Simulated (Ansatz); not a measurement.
Process, species as SMILES: OO (H2O2) → 2 [OH] (OH)
B3LYP-D3(BJ)/def2-TZVP geometries, fixed; electronic energies without zero-point terms.

Basis-set convergence of the bond dissociation energy at MP2 with Ansatz (a quantum-chemistry and plane-wave program). All functions are spherical. Cores are frozen. Open shells are unrestricted. No added dispersion term, no relativity. Functions are those of the species that has most. Reference: Hartree-Fock in aug-cc-pVQZ plus the correlation part extrapolated as X^-3 from aug-cc-pVTZ and aug-cc-pVQZ, 62.57 kcal/mol, itself unsure by roughly 0.39 kcal/mol (a third of the extrapolation step and of the last Hartree-Fock step). Deviations are taken from unrounded values.

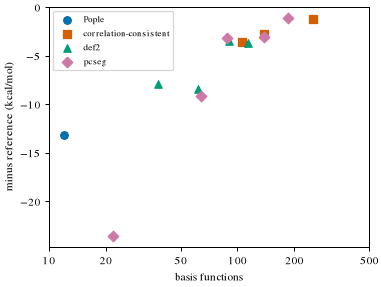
Figure: Deviation from the reference against the number of basis functions, by family of sets.

| basis | functions | bond dissociation energy (kcal/mol) | minus reference (kcal/mol) |
|---|---|---|---|
| STO-3G | 12 | 49.42 | -13.15 |
| pcseg-0 | 22 | 39.00 | -23.57 |
| def2-SVP | 38 | 54.70 | -7.87 |
| def2-SVPD | 62 | 54.11 | -8.46 |
| aug-pcseg-1 | 64 | 53.48 | -9.09 |
| pcseg-2 | 88 | 59.42 | -3.15 |
| def2-TZVPP | 90 | 59.13 | -3.44 |
| jun-cc-pV(T+d)Z | 106 | 58.99 | -3.58 |
| def2-TZVPPD | 114 | 58.91 | -3.66 |
| aug-cc-pVTZ | 138 | 59.82 | -2.75 |
| aug-pcseg-2 | 138 | 59.55 | -3.02 |
| pcseg-3 | 186 | 61.50 | -1.07 |
| aug-cc-pVQZ | 252 | 61.40 | -1.17 |
